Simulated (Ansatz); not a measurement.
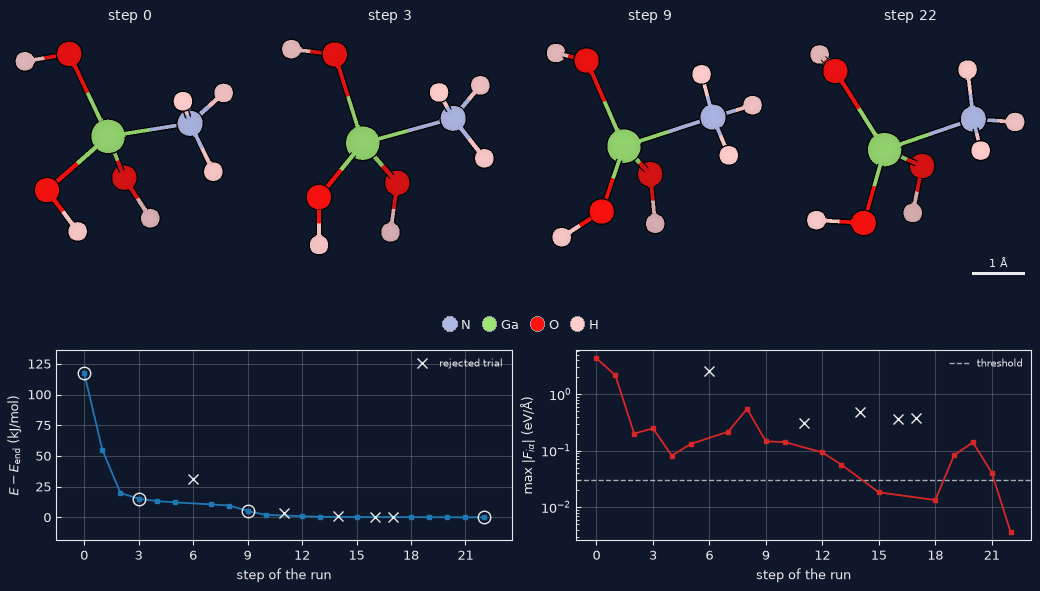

Frames of a relaxation of GaNH6O3 (coarse preliminary run), marked on the history of the run. A ball-and-stick model, seen at a tilt.

The start comes from a force field.

The calculation used RKS PBE-D4/def2-SVP in Ansatz.

Input file:
```yaml
crystal:
  periodic: [false, false, false]
  atoms:
    - {symbol: N, position_ang: [-1.223500, 0.491600, 0.534200]}
    - {symbol: Ga, position_ang: [0.439300, -0.163400, 0.046400]}
    - {symbol: O, position_ang: [1.451200, -0.288400, 1.532500]}
    - {symbol: O, position_ang: [1.318400, 0.970700, -1.160800]}
    - {symbol: O, position_ang: [0.243600, -1.825500, -0.718400]}
    - {symbol: H, position_ang: [-1.164200, 1.498900, 0.948900]}
    - {symbol: H, position_ang: [-1.708100, -0.096400, 1.214000]}
    - {symbol: H, position_ang: [-1.833200, 0.630200, -0.335800]}
    - {symbol: H, position_ang: [2.349000, -0.637300, 1.262300]}
    - {symbol: H, position_ang: [0.592600, 1.039500, -1.873200]}
    - {symbol: H, position_ang: [-0.399800, -1.677000, -1.429500]}
basis:
  gaussian: {orbitals: def2-SVP}
hamiltonian: {xc: pbe, dispersion: d4}
relax: {f_tol: 0.03, max_steps: 200}
```

Run as
```bash
ansatz run in.yaml --threads 4 --pin off --events-out ev --progress --plain --max-ram 10444MiB
```

> Describe the path.

O4 moves most after the best rigid fit: 0.96 Å. Largest moves by element: O 0.96 Å, H 0.86 Å, Ga 0.27 Å, N 0.13 Å. Among the contacts that change: N1–Ga2 1.853 → 2.101 Å, N1–H6 1.091 → 1.028 Å, O4–H10 1.019 → 0.974 Å, Ga2–O4 1.875 → 1.830 Å. Bond angles that change, for instance: N1–Ga2–O4 112.1° → 97.2°, Ga2–O4–H10 99.0° → 110.1°, N1–Ga2–O5 109.5° → 98.9°. Groups turn about N1–Ga2 by about 60°. Over 17 accepted moves (22 points after the start) the energy falls by 117.6 kJ/mol. Largest force component: 4.3 eV/Å at the start, 0.0037 eV/Å at the end. The line search rejected the trial steps at points 6, 11, 14, 16, 17 of the run. The forces were under the threshold at step 15, but the run went on from there. Cost: 20 s on 4 threads of Intel Xeon 6975P-C, with other jobs on the host. From step 0 to 3: H10 moves most (0.52 Å), energy −102.4 kJ/mol. From step 3 to 9: O4 moves most (0.53 Å), energy −10.0 kJ/mol. From step 9 to 22: H10 moves most (0.51 Å), energy −5.22 kJ/mol.

```
step  E − E(0), kJ/mol  largest force component, eV/Å      note
   0              0.00                         4.3445          
   1            -62.57                         2.1939          
   2            -97.82                         0.2016          
   3           -102.36                         0.2492          
   4           -104.38                         0.0821          
   5           -105.41                         0.1316          
   6            -86.54                         2.6225  rejected
   7           -107.07                         0.2180          
   8           -107.99                         0.5548          
   9           -112.40                         0.1465          
  10           -115.59                         0.1427          
  11           -114.36                         0.3083  rejected
  12           -116.64                         0.0936          
  13           -117.18                         0.0570          
  14           -116.41                         0.4826  rejected
  15           -117.38                         0.0183          
  16           -117.34                         0.3674  rejected
  17           -117.29                         0.3740  rejected
  18           -117.42                         0.0134          
  19           -117.49                         0.0835          
  20           -117.54                         0.1410          
  21           -117.59                         0.0409          
  22           -117.62                         0.0037
```
